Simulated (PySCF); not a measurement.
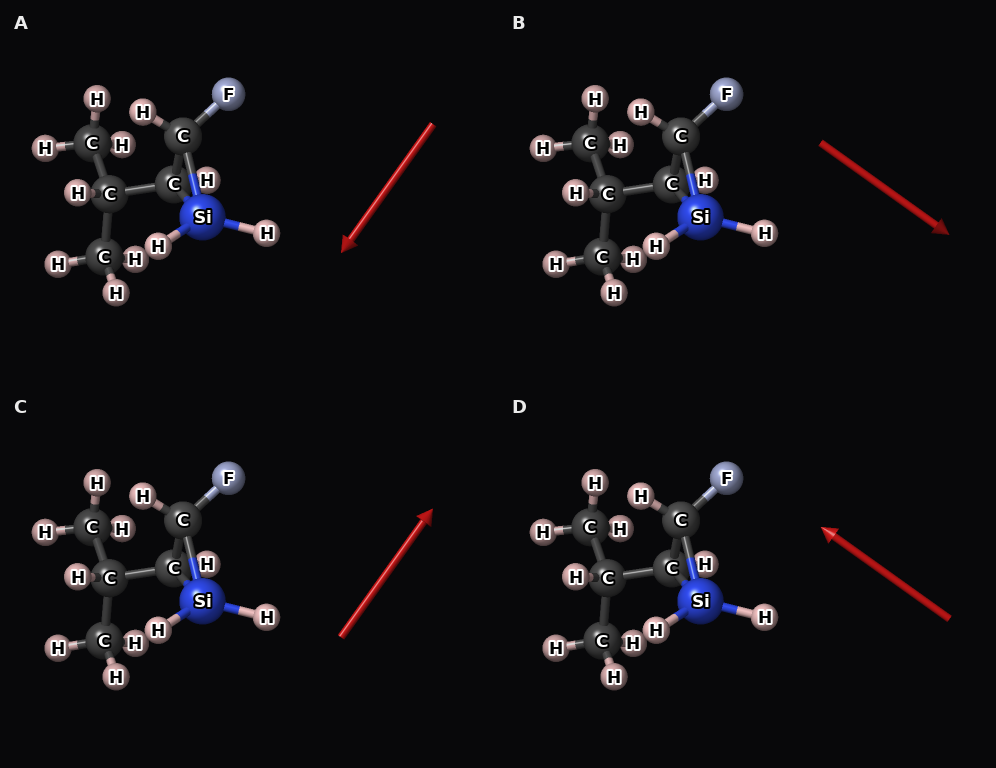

The same molecule four times, each with an arrow. The geometry was computed by an optimisation with GFN2-xTB. No frequency run is at hand to confirm it as a minimum. Method: CAM-B3LYP/def2-SVPD, gas phase (PySCF 2.14.0).

> Which arrow points along the dipole moment, from the negative to the positive end?

A. The dipole moment is 2.13 D.

The geometry is semi-empirical. Around Si such bond lengths and angles can be off by a tenth of an ångström or more and by several degrees, and values that hang on the shape move with them.
